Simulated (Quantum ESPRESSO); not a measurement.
# C K ELNES/XANES of Dy2C (R-3m) from DFT, part 3 of 4

Aim: the near-edge shape at the C K edge of Dy2C (R-3m), and what the core hole does to it.

Quantum ESPRESSO 7.5; X-ray absorption near-edge structure, plane-wave PAW LDA, one-electron final states by a Lanczos continued fraction.

So far. Step 2 (Ground state of the crystal): The mesh shows no gap, so the system is treated as a metal and the core electron is put at the Fermi level (neutral cell). Step 3 (Spectrum without a core hole, C atom 3): Main maxima below 24 eV (height): 5.5 eV (1.42), 7.6 eV (2.27), 11.6 eV (1.45), 13.0 eV (1.32), 17.5 eV (0.90) and 23.5 eV (1.03). A K edge sees empty p states on the absorber.

## 8. Spectrum with XCH, C atom 3

The Lanczos recursion gives the spectrum without computing empty bands; each polarisation needs a run of its own on the full k mesh. xe0 is set between filled and empty states, and states below it are cut, here at the Fermi level, which holds the excited electron. The file of filecore holds the core orbital, taken from the hole-free data set.

File xspectra.in:

```
&input_xspectra
   calculation='xanes_dipole', edge='K'
   prefix='x', outdir='tmp', xiabs=2, xe0=10.0073
   xonly_plot=.false., x_save_file='xanes.sav'
   xniter=3000, xcheck_conv=20, xerror=0.005
   xcoordcrys=.false., xepsilon(1)=1, xepsilon(2)=0, xepsilon(3)=0
/
&plot
   xnepoint=413, xemin=-10, xemax=45, terminator=.true., cut_occ_states=.true.
   xgamma=0.4
/
&pseudos
   filecore='../C.wfc'
/
&cut_occ
   cut_desmooth=0.1, cut_stepl=0.05, cut_stepu=0.05, cut_ierror=1e-5
/
6 6 5 0 0 0
```

xspectra_1.in, as its differences from xspectra.in of step 8:

```diff
@@ -5,3 +5,3 @@
    xniter=3000, xcheck_conv=20, xerror=0.005
-   xcoordcrys=.false., xepsilon(1)=1, xepsilon(2)=0, xepsilon(3)=0
+   xcoordcrys=.false., xepsilon(1)=0, xepsilon(2)=1, xepsilon(3)=0
 /
```

xspectra_2.in, as its differences from xspectra_1.in of step 8:

```diff
@@ -5,3 +5,3 @@
    xniter=3000, xcheck_conv=20, xerror=0.005
-   xcoordcrys=.false., xepsilon(1)=0, xepsilon(2)=1, xepsilon(3)=0
+   xcoordcrys=.false., xepsilon(1)=0, xepsilon(2)=0, xepsilon(3)=1
 /
```

Launch:

```bash
$ OMP_NUM_THREADS=1 mpirun --oversubscribe --bind-to none -np 4 xspectra.x -nk 4 -in xspectra.in > xspectra.out
```

What it wrote:

```text
     [... banner and references ...]
Reading input_file

     calculation: xanes_dipole

     xepsilon  [cartesian coordinates]:   1.000000   0.000000   0.000000

     xonly_plot: FALSE
        => complete calculation: Lanczos + spectrum plot

     filecore (core-wavefunction file): ../C.wfc

     main plot parameters:
        cut_occ_states: TRUE
        gamma_mode:  constant
        -> using xgamma [eV]:  0.40
        xemin [eV]: -10.00
        xemax [eV]:  45.00
        xnepoint:  413
        xe0 [eV]:  10.007300 (energy zero read in input file)

     WARNING: variable ef_r is obsolete

                      Reading SCF save directory: x.save

     tmp/x.save/

     Exchange-correlation= PZ
                           (   1   1   0   0   0   0   0)

     G-vector sticks info

                           Getting the Fermi energy

     From SCF save directory:
        ehomo [eV]:   10.3600 (highest occupied level)
        elumo [eV]:   10.3745 (lowest occupied level)
        ef    [eV]:   10.3600

     -> ef (in eV) will be written in x_save_file

                           Energy zero of the spectrum

     -> ef will NOT be used as energy zero of the spectrum
       (because xe0 read in input file)

     G-vector sticks info

     bravais-lattice index     =            0
     lattice parameter (alat)  =      11.7563  a.u.
     unit-cell volume          =    1383.4488 (a.u.)^3
     number of atoms/cell      =            9
     number of atomic types    =            3
     number of electrons       =        79.00
     number of Kohn-Sham states=           49
     kinetic-energy cutoff     =      43.0000  Ry
     charge density cutoff     =     400.0000  Ry
     Exchange-correlation= PZ
                           (   1   1   0   0   0   0   0)

     celldm(1)=  11.756256  celldm(2)=   0.000000  celldm(3)=   0.000000
     celldm(4)=   0.000000  celldm(5)=   0.000000  celldm(6)=   0.000000

     crystal axes: (cart. coord. in units of alat)
               a(1) = (  -0.866025  -0.500000   0.000000 )
               a(2) = (   0.866025  -0.500000   0.000000 )
               a(3) = (   0.288675   0.166667   0.983162 )

     reciprocal axes: (cart. coord. in units 2 pi/alat)
               b(1) = ( -0.577350 -1.000000  0.339042 )
               b(2) = (  0.577350 -1.000000 -0.000000 )
               b(3) = (  0.000000  0.000000  1.017126 )

     PseudoPot. #1 for Dy:     Pseudo is Projector augmented-wave + core cor, Zval = 11.0

     ../pp/C.lda-n-kjpaw-1sch.UPF
     Pseudo is Projector augmented-wave + core cor, Zval =  5.0
     Shape of augmentation charge: PSQ
     Using radial grid of 1073 points,  4 beta functions with:
                l(1) =   0
                l(2) =   0
                l(3) =   1
                l(4) =   1
     Q(r) pseudized with 0 coefficients

     ../pp/C.lda-n-kjpaw.UPF
     Pseudo is Projector augmented-wave + core cor, Zval =  4.0
     Shape of augmentation charge: PSQ
     Using radial grid of 1073 points,  4 beta functions with:
                l(1) =   0
                l(2) =   0
                l(3) =   1
                l(4) =   1
     Q(r) pseudized with 0 coefficients

     atomic species   valence    mass     pseudopotential
     Dy               11.00     1.00000     Dy( 1.00)
     C0                5.00     1.00000     C ( 1.00)
     C                 4.00     1.00000     C ( 1.00)

      4 Sym. Ops., with inversion, found

   Cartesian axes

     site n.     atom                  positions (alat units)
         1        Dy     tau(   1) = (  -0.5773503  -0.3333333   0.2154343  )
         2        Dy     tau(   2) = (  -0.0000000  -0.3333333   0.2154343  )
         3        Dy     tau(   3) = (   0.5773503  -0.3333333   0.2154343  )
         4        Dy     tau(   4) = (   0.0000000   0.0000000   0.7677282  )
         5        Dy     tau(   5) = (  -0.2886751  -0.5000000   0.7677282  )
         6        Dy     tau(   6) = (   0.2886751  -0.5000000   0.7677282  )
         7        C0     tau(   7) = (   0.0000000   0.0000000   0.0000000  )
         8        C      tau(   8) = (  -0.2886751  -0.5000000   0.0000000  )
         9        C      tau(   9) = (   0.2886751  -0.5000000   0.0000000  )

     number of k points=   180  Marzari-Vanderbilt smearing, width (Ry)=  0.0150

     Number of k-points >= 100: set verbosity='high' to print them.

     Dense  grid:   187003 G-vectors     FFT dimensions: (  75,  75,  80)

     Smooth grid:    52775 G-vectors     FFT dimensions: (  50,  50,  54)

     The potential is recalculated from file :
     tmp/x.save/charge-density

     Starting wfcs are   90 atomic wfcs
     Checking if some PAW data can be deallocated...

               Reading core wavefunction file for the absorbing atom

     ../C.wfc successfully read

                              Attributing the PAW radii
                     for the absorbing atom [units: Bohr radius]

        PAW proj 1: r_paw(l= 0)= 1.80  (1.5*r_cut)
        PAW proj 2: r_paw(l= 0)= 1.80  (1.5*r_cut)
        PAW proj 3: r_paw(l= 1)= 2.10  (1.5*r_cut)
        PAW proj 4: r_paw(l= 1)= 2.10  (1.5*r_cut)

        NB: The calculation will not necessary use all these r_paw values.
            - For a edge in the electric-dipole approximation,
              only the r_paw(l=1) values are used.
            - For a K edge in the electric-quadrupole approximation,
              only the r_paw(l=2) values are used.

            - For a L2 or L3 edge in the electric-quadrupole approximation,

              all projectors (s, p and d) are used.

     init_gipaw_1: projectors nearly linearly dependent:
     ntyp =  3, l/n1/n2 =  1 2 1  0.99384611

                          Starting XANES calculation
                     in the electric dipole approximation

     Method of calculation based on the Lanczos recursion algorithm
        - STEP 1: Construction of a kpoint-dependent Lanczos basis,
          in which the Hamiltonian is tridiagonal (each 'iter'
          corresponds to the calculation of one more Lanczos vector)
        - STEP 2: Calculation of the cross-section as a continued fraction
          averaged over the k-points.

     ... Begin STEP 1 ...

        Radial transition matrix element(s) used in the calculation of the
        initial vector of the Lanczos basis (|tilde{phi}_abs> normalized)
        | For PAW proj. (l=1) #1: radial matrix element =   0.223614813
        | For PAW proj. (l=1) #2: radial matrix element =   0.258003909

NB: the    45 k-point are not all listed below because npool=  4
        |-------------------------------------------------------------
        ! k-point #     1:  ( 0.0000,  0.0000,  0.0000),  0.0111,   1
        |-------------------------------------------------------------
 okvan= T
        |   Norm of the initial Lanczos vector: 0.17318270E+00
        |   Estimated error at iter     20:   1.00625593
        |   Estimated error at iter     40:   0.67266579
        |   Estimated error at iter     60:   0.21965768
        |   Estimated error at iter     80:   0.14036114
        |   Estimated error at iter    100:   0.17022478
[...]
!   => CONVERGED at iter    380 with error=  0.00322272
        |-------------------------------------------------------------
        ! k-point #     2:  ( 0.0000,  0.0000,  0.2034),  0.0111,   1
        |-------------------------------------------------------------
 okvan= T
        |   Norm of the initial Lanczos vector: 0.17318574E+00
[...]
!   => CONVERGED at iter    400 with error=  0.00376647
        |-------------------------------------------------------------
     [... 42 further k-points ...]
        ! k-point #    45:  ( 0.0962, -0.5000,  0.8702),  0.0111,   1
        |-------------------------------------------------------------
 okvan= T
        |   Norm of the initial Lanczos vector: 0.17317638E+00
[...]
|   Estimated error at iter    440:   0.00677982
        |   Estimated error at iter    460:   0.00706526
        |   Estimated error at iter    480:   0.00946181
        !   => CONVERGED at iter    500 with error=  0.00462555

     Results of STEP 1 successfully written in x_save_file
     x_save_file name:
     ->  xanes.sav
     x_save_file version:  2

     ... End STEP 1 ...

     ... Begin STEP 2 ...

     The spectrum is calculated using the following parameters:
        xe0 [eV]:   10.0073
        the occupied states are elimintate from the spectrum
        xemin [eV]: -10.00
        xemax [eV]:  45.00
        xnepoint:  413
        constant broadening parameter [eV]:    0.400
        Core level energy [eV]:  -284.2
         (from electron binding energy of neutral atoms in X-ray data booklet)

     Cross-section successfully written in xanes.dat

     ... End STEP 2 ...

                                END JOB XSpectra
```

Elapsed: 5.1 min, on 4 MPI ranks of Intel Xeon Platinum 8488C (Sapphire Rapids), shared host; peak memory 0.26 GiB.

The C K spectrum, C atom 3, excited-electron core hole (neutral cell) (energy from the energy zero of the input (xe0, at the border of filled and empty states); intensity scaled to a mean of 1 over the first 20 eV; the points at xe0, where the cut of filled states can leave a spike, are interpolated; polarised curves are means over the symmetry-equivalent atoms):

| E (eV) | isotropic | ε ⊥ c | ε ∥ c |
| --- | --- | --- | --- |
| -2.0 | 0.05 | 0.05 | 0.06 |
| -0.5 | 0.14 | 0.13 | 0.16 |
| 1.0 | 0.58 | 0.49 | 0.78 |
| 2.5 | 1.13 | 1.06 | 1.27 |
| 4.0 | 1.71 | 1.70 | 1.73 |
| 5.5 | 1.64 | 1.69 | 1.54 |
| 7.0 | 2.04 | 2.09 | 1.94 |
| 8.5 | 0.70 | 0.67 | 0.75 |
| 10.0 | 0.72 | 0.76 | 0.64 |
| 11.5 | 1.23 | 1.34 | 0.99 |
| 13.0 | 1.04 | 1.07 | 0.98 |
| 14.5 | 0.56 | 0.52 | 0.62 |
| 16.0 | 0.67 | 0.68 | 0.64 |
| 17.5 | 0.71 | 0.61 | 0.89 |
| 19.0 | 0.56 | 0.52 | 0.63 |
| 20.5 | 0.52 | 0.50 | 0.56 |
| 22.0 | 0.86 | 0.98 | 0.62 |
| 23.5 | 0.87 | 0.87 | 0.87 |
| 25.0 | 0.74 | 0.73 | 0.75 |
| 26.5 | 0.52 | 0.51 | 0.53 |
| 28.0 | 0.58 | 0.59 | 0.58 |
| 29.5 | 0.76 | 0.77 | 0.74 |
| 31.0 | 0.64 | 0.61 | 0.69 |

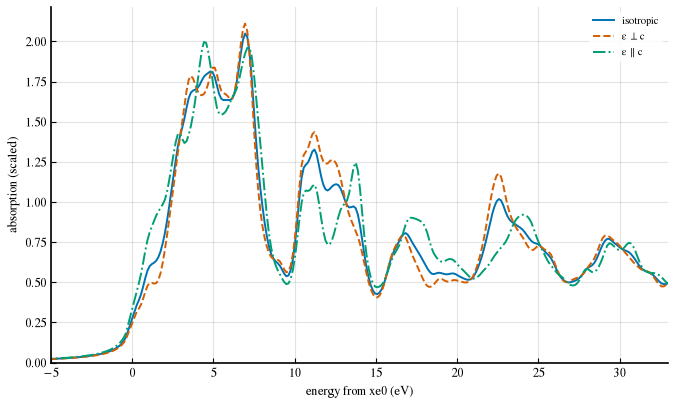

The C K edge, C atom 3, excited-electron core hole (neutral cell): main maxima at 4.8, 7.0 and 11.2 eV.

Main maxima below 24 eV (height): 4.8 eV (1.81), 7.0 eV (2.05), 11.2 eV (1.33), 16.8 eV (0.81) and 22.6 eV (1.02). 

The total-energy difference is 284.64 eV. One term is added: -6.67 eV, since the hole is spin-paired here and a spin-polarised one costs that much less in the free atom (computed apart). The photon energy is then 277.97 eV. The functional leaves an error in such absolute values: in the free atom LDA prices this hole 2.9 eV below PBE (computed apart), and PBE is itself good to a few eV.

## 9. Another broadening

The final state's lifetime shortens with energy, so measured features broaden above the edge; the saved Lanczos coefficients are redrawn with a width that grows.

File xspectra_plot.in:

```
&input_xspectra
   calculation='xanes_dipole', edge='K'
   prefix='x', outdir='tmp', xiabs=2, xe0=10.0073
   xonly_plot=.true., x_save_file='xanes.sav'
   xniter=3000, xcheck_conv=20, xerror=0.005
   xcoordcrys=.false., xepsilon(1)=1, xepsilon(2)=0, xepsilon(3)=0
/
&plot
   xnepoint=413, xemin=-10, xemax=45, terminator=.true., cut_occ_states=.true.
   gamma_mode='variable', gamma_energy(1)=4, gamma_energy(2)=25, gamma_value(1)=0.3, gamma_value(2)=2.5
/
&pseudos
   filecore='../C.wfc'
/
&cut_occ
   cut_desmooth=0.1, cut_stepl=0.05, cut_stepu=0.05, cut_ierror=1e-5
/
6 6 5 0 0 0
```

Launch:

```bash
$ OMP_NUM_THREADS=1 xspectra.x -in xspectra_plot.in > xspectra_plot.out
```

What it wrote:

```text
     [... banner and references ...]
Reading input_file
     -------------------------------------------------------------------------

     calculation: xanes_dipole

     xonly_plot: TRUE
        => only the spectrum plot

     main plot parameters:
        cut_occ_states: TRUE
        gamma_mode:  variable
        -> first, constant up to point ( 4.00, 0.30) [eV]
        -> then, linear up to point (25.00, 2.50) [eV]
        -> finally, constant up to xemax
        xemin [eV]: -10.00
        xemax [eV]:  45.00
        xnepoint:  413
[...]
xemin [eV]: -10.00
        xemax [eV]:  45.00
        xnepoint:  413
        energy-dependent broadening parameter:
         -> first, constant up to point ( 4.00, 0.30) [eV]
         -> then, linear up to point (25.00, 2.50) [eV]
         -> finally, constant up to xemax
        Core level energy [eV]:  -284.2
         (from electron binding energy of neutral atoms in X-ray data booklet)

     Cross-section successfully written in xanes.dat

     -------------------------------------------------------------------------
                                END JOB XSpectra
     -------------------------------------------------------------------------
[key lines of the parts left out:]
Fermi level [eV]:  10.3600
```

Run time: 7.9 s. Hardware: 1 MPI rank; peak memory 0.05 GiB.

With a Lorentzian half width 0.3 eV up to 4 eV, rising linearly to 2.5 eV at 25 eV, the maxima are 4.8 eV (1.82), 6.8 eV (1.81), 11.2 eV (1.08) and 23.0 eV (0.72).

## 10. Supercell with FCH, C atom 3

The holes are 6.2 Å apart. The excited electron is left out and a uniform background balances the charge.

Changed against the first core-hole run: core hole to FCH.

File scf.in:

```
&control
   calculation='scf', prefix='x', pseudo_dir='../pp', outdir='tmp', tprnfor=.true.
/
&system
   ibrav=0, nat=9, ntyp=3, nbnd=48
   ecutwfc=43, ecutrho=400
   occupations='smearing', smearing='mv', degauss=0.015
   tot_charge=1
/
&electrons
   conv_thr=9.0e-08, electron_maxstep=120
   mixing_beta=0.5
/
ATOMIC_SPECIES
Dy 1.0 Dy.lda-spdn-kjpaw.UPF
C0 1.0 C.lda-n-kjpaw-1sch.UPF
C 1.0 C.lda-n-kjpaw.UPF
CELL_PARAMETERS angstrom
  -5.38766789 -3.11057151 0.00000000
  5.38766789 -3.11057151 0.00000000
  1.79588930 1.03685717 6.11639448
ATOMIC_POSITIONS crystal
Dy   0.73970792 0.00000000 0.21912376
Dy   0.40637459 0.33333333 0.21912376
Dy   0.07304125 0.66666667 0.21912376
Dy   0.26029208 0.00000000 0.78087624
Dy   0.92695875 0.33333333 0.78087624
Dy   0.59362541 0.66666667 0.78087624
C0   0.00000000 0.00000000 0.00000000
C    0.66666667 0.33333333 0.00000000
C    0.33333333 0.66666667 0.00000000
K_POINTS automatic
5 5 4 0 0 0
```

Launch:

```bash
$ OMP_NUM_THREADS=1 mpirun --oversubscribe --bind-to none -np 4 pw.x -nk 4 -in scf.in > scf.out
```

What it wrote:

```text
     [... banner and references ...]
[banner, memory and clock lines left out]
using ibrav=0 with symmetry is DISCOURAGED, use correct ibrav instead

     G-vector sticks info

     bravais-lattice index     =            0
     lattice parameter (alat)  =      11.7563  a.u.
     unit-cell volume          =    1383.4488 (a.u.)^3
     number of atoms/cell      =            9
     number of atomic types    =            3
     number of electrons       =        78.00
     number of Kohn-Sham states=           48
     kinetic-energy cutoff     =      43.0000  Ry
     charge density cutoff     =     400.0000  Ry
     scf convergence threshold =      9.0E-08
     mixing beta               =       0.5000
     number of iterations used =            8  plain     mixing
     Exchange-correlation= SLA  PZ   NOGX NOGC
                           (   1   1   0   0   0   0   0)

     celldm(1)=  11.756256  celldm(2)=   0.000000  celldm(3)=   0.000000
     celldm(4)=   0.000000  celldm(5)=   0.000000  celldm(6)=   0.000000

     crystal axes: (cart. coord. in units of alat)
               a(1) = (  -0.866025  -0.500000   0.000000 )
               a(2) = (   0.866025  -0.500000   0.000000 )
               a(3) = (   0.288675   0.166667   0.983162 )

     reciprocal axes: (cart. coord. in units 2 pi/alat)
               b(1) = ( -0.577350 -1.000000  0.339042 )
               b(2) = (  0.577350 -1.000000 -0.000000 )
               b(3) = (  0.000000  0.000000  1.017126 )

     PseudoPot. #1 for Dy:     Pseudo is Projector augmented-wave + core cor, Zval = 11.0

     ../pp/C.lda-n-kjpaw-1sch.UPF
     Pseudo is Projector augmented-wave + core cor, Zval =  5.0
[...]
Davidson diagonalization with overlap
     ethr =  1.31E-09,  avg # of iterations =  5.0

     End of self-consistent calculation

          k = 0.0000 0.0000 0.0000 (  6615 PWs)   bands (ev):

   -37.0055 -36.9491 -36.9414 -36.9413 -36.9371 -36.9367 -13.2035 -13.1010
   -13.0691 -13.0353 -13.0271 -13.0129 -12.9996 -12.8580 -12.8200 -12.6618
   -12.6586 -12.6338 -12.6212 -12.6004 -12.5979 -12.5261 -12.5256 -12.5148
    -0.8139   1.0619   1.6070   5.8529   6.5382   6.5804   7.6373   7.6657
     7.7153   7.9521   8.2428   8.2639   8.5996  10.0728  10.0757  10.5133
    10.5273  11.0789  11.3183  11.6875  11.7726  12.0177  12.0467  12.0469

     [... bands of 32 further k-points ...]

     the Fermi energy is     9.9862 ev

!    total energy              =   -3487.87175576 Ry
     total all-electron energy =   -145999.517857 Ry
     estimated scf accuracy    <       0.00000003 Ry
     smearing contrib. (-TS)   =      -0.00206814 Ry
     internal energy E=F+TS    =   -3487.86968763 Ry

     The total energy is F=E-TS. E is the sum of the following terms:
     one-electron contribution =    -125.10259347 Ry
     hartree contribution      =      97.69028697 Ry
     xc contribution           =    -381.24535213 Ry
     ewald contribution        =    -374.68861493 Ry
     one-center paw contrib.   =   -2704.52341408 Ry

     convergence has been achieved in  15 iterations

     Forces acting on atoms (cartesian axes, Ry/au):

     atom    1 type  1   force =    -0.00887151   -0.00512197   -0.02231583
     atom    2 type  1   force =    -0.00001493    0.01004753   -0.02223659
     atom    3 type  1   force =     0.00869396   -0.00503669   -0.02223659
[...]
atom    8 type  3   force =     0.00016338   -0.00028299   -0.00000000
     atom    9 type  3   force =    -0.00016338    0.00028299    0.00000000

     Total force =     0.059898     Total SCF correction =     0.000443

     XML data file, charge density, pseudopotentials, collected wavefunctions
```

Wall time 59 s (4 MPI ranks); peak memory 0.35 GiB; 3.9 min of CPU time.

Energy with the hole: -1986424.636 eV, cores included.

[end of part 3 of 4]

[Banner, clock and machine lines of the logs are left out without a mark of their own.]

[Logs are printed without paths, hosts, clocks, repeated set-up lines and the standing remarks that a program may print on its own settings, such as how far it seeks lower states.]

[Hosts, paths, dates, database ids (printed as entryN), source tags and the programs' standing remarks are cut or masked in the printed files.]

[Lists of maxima count a maximum above −3 eV only where it reaches 4 % of the highest in the window and stands out from its surroundings by 2 % of it (1.5 % where it reaches 55 %); shoulders and weaker maxima are passed over, and of the rest the first, up to two pre-edge ones and the few strongest are named.]
